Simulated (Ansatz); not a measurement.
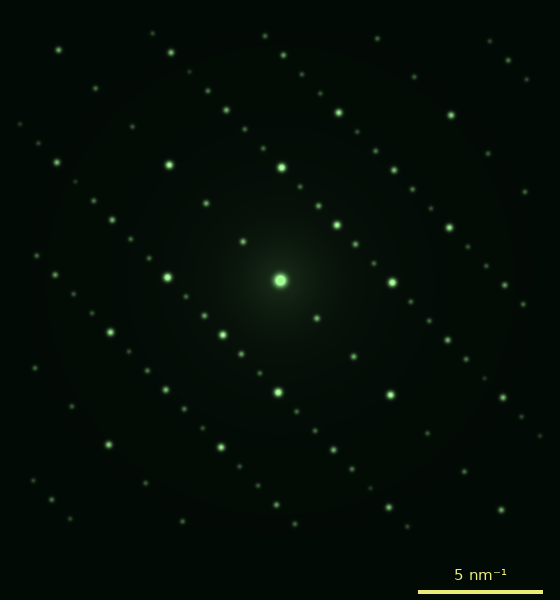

Kinematic zone-axis pattern, calculated for 200 keV electrons with B = 0.3 Å².

Question: Describe the geometry of this pattern.

Answer: The spots form a rectangular net whose two shortest vectors correspond to d = 9.26 Å and 3.11 Å, 90.0° apart.

Question: What is the point symmetry of the pattern, intensities included?

Answer: 2mm. A zero-layer kinematic pattern is always centrosymmetric (Friedel's law).

Question: Which crystal and zone produced it?

Answer: This cannot be fixed from one zone alone; the pattern is [100] of Ga2Re, space group P6_3/mmc (No. 194), a = 3.590 Å, c = 9.258 Å (hexagonal axes). The net vectors are 0 0 1 (itself extinct) and 0 1 0. Structure: coordinates from a relaxation (final pressure about -5.4 GPa) with Ansatz 0.2.0, DFT, PAW plane waves, pbe, spin-orbit; the starting structure was generated, so it need not be a known form of this composition.
